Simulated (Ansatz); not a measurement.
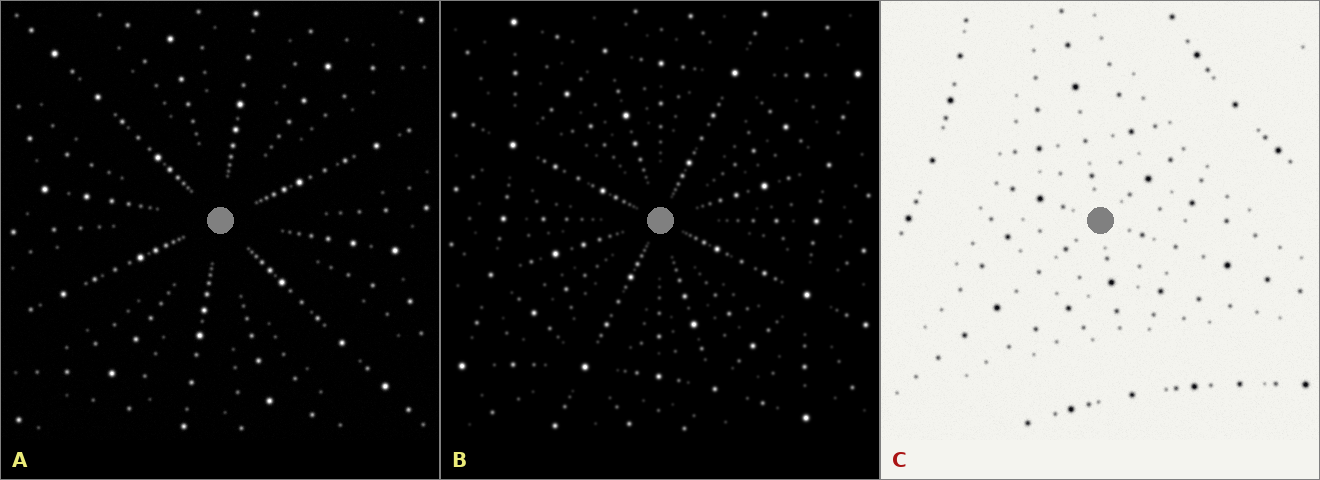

Simulated back-reflection Laue patterns (white X-rays, 0.45 to 2.2 Å, flat plate covering ±45° about the beam, kinematic intensities, seen from the source). Crystal: Cs, space group Im-3m (No. 229), a = 6.05 Å. Structure: the input geometry of an electronic-structure calculation (not necessarily at equilibrium).

**The directions [001], [110], [111] point towards the source, in some order. Which is which?**

A: [110], symmetry 2mm (a twofold axis with two mirror lines). B: [001], symmetry 4mm (a fourfold axis with mirror lines). C: [111], symmetry 3m (a threefold axis with three mirror lines). The Laue class is m-3m.
